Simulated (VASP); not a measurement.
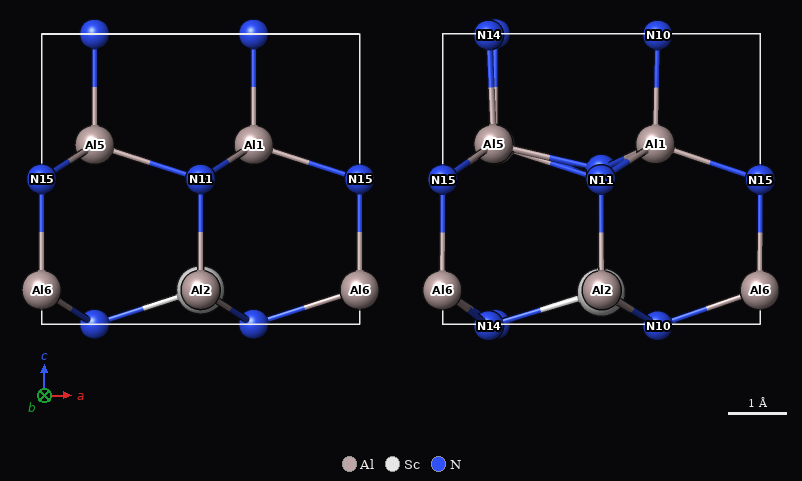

Two geometries of a crystal of ScAl7N8 (a generated structure, set up in P3m1), drawn at one scale. One is the start of a relaxation, the other its converged end. Style: ball-and-stick. Shown: the cell of the calculation (origin shifted), along the b axis.

Method: VASP 6.6.1, Kohn-Sham DFT of a periodic cell, PBE, VASP PAW PBE potentials, recommended. (plane-wave cutoff 600 eV; k-point mesh 4 × 4 × 5; occupations gaussian; smearing width 0.05 eV; no spin polarisation)

**Which one is relaxed?**

The right one is the relaxed one. The run lets cell and atoms move. The largest move relative to the cell is that of an N atom, 0.17 Å along +c. Largest moves by element: N 0.17 Å, Sc 0.04 Å, Al 0.04 Å. The drawn cell changes as follows: a = b 6.380 → 6.368 Å (−0.2 %), c 5.040 → 5.048 Å (+0.2 %); the volume changes by −0.2 %. Among the contacts that change: N–Sc 1.925 → 2.138 Å, N–Sc 3.115 → 2.910 Å, N–Sc 1.935 → 2.042 Å, Al–N 1.935 → 1.881 Å. Among the angles between lasting bonds that change: N–Al–N 111.0° → 104.6°, Al–N–Sc 107.9° → 103.0°, Al–N–Sc 107.9° → 104.0°. The space group stays P3m1 (No. 156). After 11 geometry steps the energy has fallen by 0.875 eV per cell of the calculation. Largest force component: 3.6 eV/Å at the start, 0.0047 eV/Å at the end. The pressure goes from 1.44 to −0.02 GPa. It ran on 1 thread of Intel(R) Xeon(R) Platinum 8488C (Sapphire Rapids) (shared host).
